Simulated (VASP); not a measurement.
# Ni: surface energy and work function by face, part 6 of 6

Aim: compare the low-index faces of Ni at one level of theory.

VASP 6.6.1, plane waves and PAW; the level of theory is named at each step.

Still holding for the runs below: The magnetic state follows from one typed start and may not be the lowest.

So far. Step 7 (Vacuum level and density of states, 7 atoms, face …): The vacuum level lies 5.05 eV above the Fermi level at the upper face; both faces agree, as the slab has next to no dipole. Step 8 (Surface relaxation, 9 atoms, face Ni(110)): The run ended after 9 ionic steps, 0.079 eV below its first step, once the forces on the free atoms met EDIFFG = -0.03.

### Step 9. Potential and states of the slab, 9 atoms, face Ni(110)

Level of this step: PBEsol, spin-polarised from a ferromagnetic start; plane waves and PAW (Ni) (VASP).

INCAR reads:

```
SYSTEM = Ni
PREC = Normal
ENCUT = 320
EDIFF = 1E-06
NELM = 120
ISMEAR = 1
SIGMA = 0.15
LREAL = .FALSE.
ALGO = Fast
GGA = PS
NBANDS = 66
ISPIN = 2
MAGMOM = 1 1 1 1 1 1 1 1 1
LASPH = .TRUE.
LMAXMIX = 4
LORBIT = 11
LWAVE = .FALSE.
LCHARG = .TRUE.
KPAR = 4
IDIPOL = 3
LDIPOL = .TRUE.
DIPOL = 0.5 0.5 0.5
LVHAR = .TRUE.
LVACPOTAV = .TRUE.
NEDOS = 1500
```

POSCAR reads:

```
Ni
1.0
    3.4606795448      0.0000000000      0.0000000000
    0.0000000000      2.4470699736      0.0000000000
    0.0000000000      0.0000000000     24.7882798946
Ni
9
Direct
    0.0000000000      0.0000000000      0.3056474328
    0.5000000000      0.5000000000      0.3500460974
    0.0000000000      0.0000000000      0.4009296570
    0.5000000000      0.5000000000      0.4505337769
    0.0000000000      0.0000000000      0.5000000000
    0.5000000000      0.5000000000      0.5494662231
    0.0000000000      0.0000000000      0.5990703430
    0.5000000000      0.5000000000      0.6499539026
    0.0000000000      0.0000000000      0.6943525672
```

KPOINTS reads:

```
Automatic mesh
0
Gamma
9 12 1
0 0 0
```

PAW data sets: Ni (PBE family, release 64).

The run is started by

```console
mpirun -np 4 vasp_std
```

The log of the run:

```text
[... set-up lines as in an earlier step ...]
 entering main loop
       N       E                     dE             d eps       ncg     rms          rms(c)
DAV:   1     0.575951029529E+03    0.57595E+03   -0.30227E+04  9280   0.115E+03
DAV:   2    -0.881616408170E+01   -0.58477E+03   -0.54902E+03  9250   0.292E+02
DAV:   3    -0.615036596516E+02   -0.52687E+02   -0.48519E+02  9984   0.117E+02
DAV:   4    -0.625970470135E+02   -0.10934E+01   -0.10899E+01 10116   0.197E+01
[...]
RMM:  41    -0.524249340312E+02   -0.43805E-05   -0.24539E-07  7089   0.287E-03    0.218E-03
RMM:  42    -0.524249355862E+02   -0.15550E-05   -0.11436E-07  6919   0.188E-03    0.141E-03
RMM:  43    -0.524249363089E+02   -0.72276E-06   -0.42152E-08  6335   0.126E-03
 [... a notice as in an earlier step ...]

   1 F= -.52424936E+02 E0= -.52421044E+02  d E =-.116771E-01  mag=     5.7999
```

Wall time 5.2 min (4 MPI ranks of Intel Xeon Platinum 8259CL at 2.50GHz (Skylake/Cascade Lake), shared host); peak memory 1.6 GiB.

From OUTCAR (step 9):

```text
  Total       -1.9911784     -2.3870563     -0.7710548      0.0000000      0.0000000      0.0000000
  in kB      -15.1973056    -18.2187714     -5.8849346      0.0000000      0.0000000      0.0000000
  external PRESSURE =     -13.1003372 kB  Pullay stress =       0.0000000 kB

 POSITION                                       TOTAL-FORCE (eV/Angst)
 -----------------------------------------------------------------------------------
      0.00000      0.00000      7.57647         0.000000      0.000000      0.027963
      1.73034      1.22353      8.67704         0.000000      0.000000      0.032765
      0.00000      0.00000      9.93836         0.000000      0.000000      0.021129
      1.73034      1.22353     11.16796         0.000000      0.000000      0.030674
      0.00000      0.00000     12.39414         0.000000      0.000000      0.000000
      1.73034      1.22353     13.62032         0.000000      0.000000     -0.030674
      0.00000      0.00000     14.84992         0.000000      0.000000     -0.021129
      1.73034      1.22353     16.11124         0.000000      0.000000     -0.032765
      0.00000      0.00000     17.21181         0.000000      0.000000     -0.027963
 -----------------------------------------------------------------------------------
    total drift:                                0.000000     -0.000000      0.000000

  FREE ENERGIE OF THE ION-ELECTRON SYSTEM (eV)
  ---------------------------------------------------
  free  energy   TOTEN  =       -52.4249363089 eV

  energy  without entropy=      -52.4132592090  energy(sigma->0) =      -52.42104394

 magnetization (x)
# of ion       s       p       d       tot
------------------------------------------
    1       -0.002  -0.017   0.750   0.731
    2       -0.007  -0.026   0.662   0.629
    3       -0.007  -0.023   0.656   0.625
    4       -0.006  -0.024   0.663   0.633
    5       -0.007  -0.024   0.643   0.613
    6       -0.006  -0.024   0.663   0.633
    7       -0.007  -0.023   0.656   0.625
    8       -0.007  -0.026   0.662   0.629
    9       -0.002  -0.017   0.750   0.731
--------------------------------------------------
tot         -0.052  -0.203   6.104   5.850

[... 2 parts as in an earlier step ...]

[... 1 further part left out ...]
[key lines of the parts left out:]
E-fermi :   1.8758
```

The planar average of the electrostatic potential oscillates, so the rows of the table below give means over windows of 1.26 Å about each position, cut where the curve ends. Its maxima inside the range that stand out by 2 % of the span (Å: eV): 8.1: -8.96, 9.3: -6.24, 10.6: -6.72, 11.8: -6.85, 13.0: -6.85, 14.2: -6.72, 15.5: -6.24, 16.6: -8.96. Its minima: 7.6: -12.4, 8.6: -12.9, 10.0: -12.6, 11.1: -12.7, 12.4: -12.7, 13.7: -12.7, 14.8: -12.6, 16.2: -12.9, 17.2: -12.4.

Zero at the Fermi level. Table of planar average of the electrostatic potential by height; means over each step:

```
height (Å)  planar average of the electrostatic potential (eV)
      0.63                                                4.63
      1.89                                                4.63
      3.15                                                4.63
      4.41                                                4.62
      5.67                                                4.32
      6.93                                               -2.67
      8.19                                               -11.2
      9.45                                               -9.59
     10.71                                               -9.89
     11.97                                               -9.92
     13.23                                               -9.91
     14.49                                               -9.83
     15.75                                               -9.75
     17.01                                               -10.2
     18.27                                                1.72
     19.53                                                4.52
     20.79                                                4.63
     22.05                                                4.63
     23.31                                                4.63
     24.57                                                4.63
```

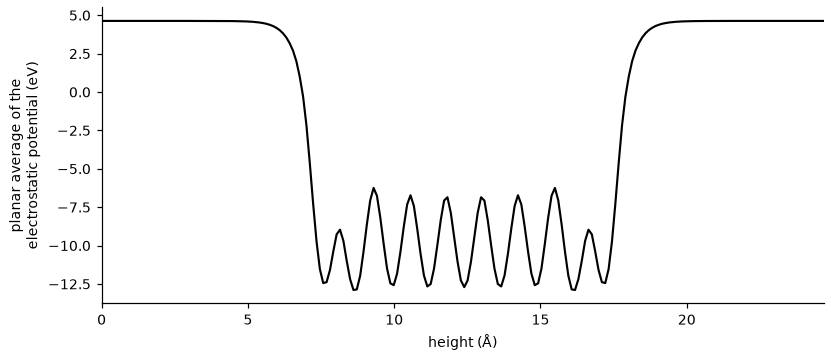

Planar average of the electrostatic potential against height.

The map of layer states is cut here 0.5 eV above the Fermi level, so it leaves out the states above that.

The vacuum level lies 4.63 eV above the Fermi level at the upper face; both faces agree, as the slab has next to no dipole.

The program found no field-free point at its default tolerance, and its printed vacuum level lies off the flat part of the planar average, by -0.03 eV at the upper face; the levels here are read from the flat part.

On this mesh the fine structure of the density of states is sampling noise, and high empty states may be cut by the number of bands.

### Step 10. The faces side by side

This step: surfaces of a metal, PBEsol; plane waves and PAW (VASP 6.6.1).

No new run; the numbers come from the runs before.

Symmetric slabs, all atoms free. All faces:

```
   face  layers  area a surface atom (Å²)  work function (eV)  surface energy as cut (J/m²)  surface energy relaxed (J/m²)  change of the top spacing (%)  moment of the top atom (μB)
Ni(111)       7                     5.186               5.205                         2.303                          2.296                          -1.26                        0.693
Ni(100)       7                     5.988               5.053                         2.673                          2.642                          -3.33                        0.727
Ni(110)       9                     8.469               4.634                         2.813                          2.739                         -10.05                         0.73
```

Each surface energy is the slab's energy less its number of atoms times the bulk energy of -6.1462 eV, over twice the cell's area.

### Step 11. Summary of results

- Ni(111): 2.30 J/m², 5.20 eV
- Ni(100): 2.64 J/m², 5.05 eV
- Ni(110): 2.74 J/m², 4.63 eV

In words: The cheapest face is Ni(111) at 2.30 J/m², against 2.64 for Ni(100) and 2.74 for Ni(110). The work functions are 5.20 eV for Ni(111), 5.05 eV for Ni(100) and 4.63 eV for Ni(110). The densest face has the highest work function, as the smoothing of the electron density over an open face lowers the surface dipole. The densest face is also the cheapest, since it cuts the fewest bonds an area. The top spacing changes by -1.3 % on Ni(111), -3.3 % on Ni(100) and -10.1 % on Ni(110), the most on the most open face. The top atom holds 0.69 μB on Ni(111), 0.73 μB on Ni(100) and 0.73 μB on Ni(110). One thickness was run for each face, and bulk and slab meshes don't match, which leaves some hundredths of a J/m². The cells are 1 × 1 and can't reconstruct.

[Lines on the potential files, build, host, timing and source positions are cut from VASP's logs without a mark.]

[Logs are printed without paths, hosts, clocks, repeated set-up lines and the standing remarks that a program may print on its own settings, such as how far it seeks lower states.]

[Hosts, paths, dates, database ids (printed as entryN), source tags and the programs' standing remarks are cut or masked in the printed files.]

[Runs that stopped without an error message from VASP are left out.]
